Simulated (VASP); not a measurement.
Band structure of Eu (space group Im-3m). All values below come from PBE GGA, VASP's PBE PAW potentials (set 64) (plane waves; VASP).

The run has a spin-polarised start.

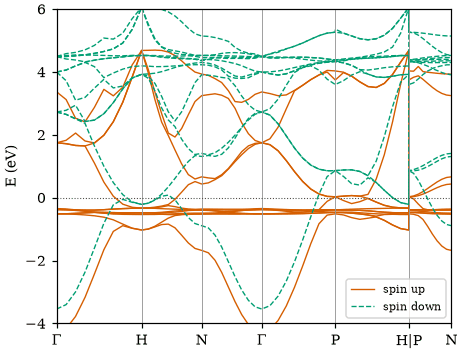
Fig. 1. Bands along high-symmetry lines, zero at the valence-band maximum or, without a gap, the Fermi level

Q: Read the plot: is there a gap, and where are the band edges?

A: It has no gap at this level: it comes out as a metal or semimetal.

The structure comes from a computed database's Eu entry; how it stands against other phases isn't given here. The cell was not relaxed at this level.
